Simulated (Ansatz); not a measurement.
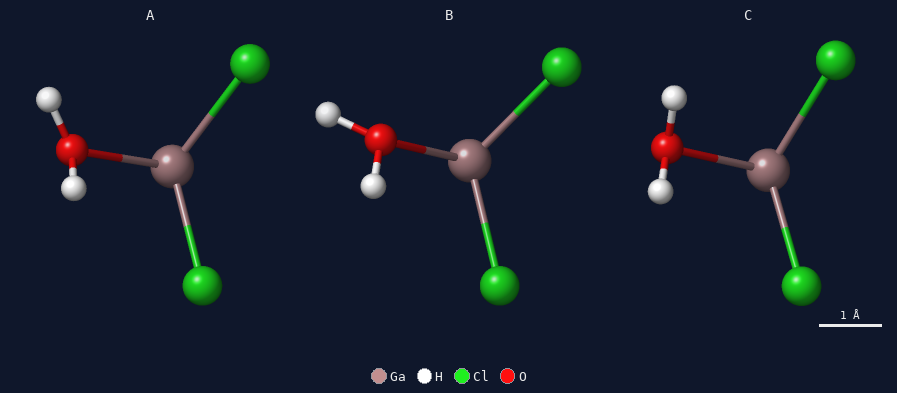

3 geometries from one relaxation of GaH₂OCl₂ (multiplicity 2), in shuffled order. Style: ball-and-stick. Shown at a tilt.

The run prepares an end point of a later path (reaction) calculation, from a guessed geometry.

Method: Ansatz 0.2.0, UHF/def2-SVP. Settings: collinear spin; force threshold 0.03 eV/Å; at most 50 steps.

Order the frames from highest to lowest energy.

Answer. B, A, C. They are steps 0, 10, 17, at +2.74 kcal/mol, +0.88 kcal/mol relative to the last. The energy falls by 2.74 kcal/mol in 13 accepted moves (17 points after the start). The largest force component goes from 0.83 to 0.013 eV/Å. The line search rejected the trial steps at points 4, 7, 12, 16 of the run. The forces were under the threshold at step 15, but the run went on from there. An H atom moves most after the best rigid fit: 0.90 Å. Largest moves by element: H 0.90 Å, Cl 0.43 Å, O 0.38 Å, Ga 0.19 Å. Some distances before and after: Ga–O 2.146 → 2.167 Å, Cl–Ga 2.191 → 2.209 Å, H–O 0.969 → 0.951 Å. Bond angles that change, for instance: Ga–O–H 121.2° → 112.2°, Cl–Ga–O 100.5° → 92.2°, H–O–H 109.9° → 107.8°. Cost: 28 s on 2 threads of Intel(R) Xeon(R) Platinum 8375C CPU @ 2.90GHz (Ice Lake), with other jobs on the host, peak memory 0.26 GiB.

Limits of the set-up: Hartree-Fock leaves out electron correlation.
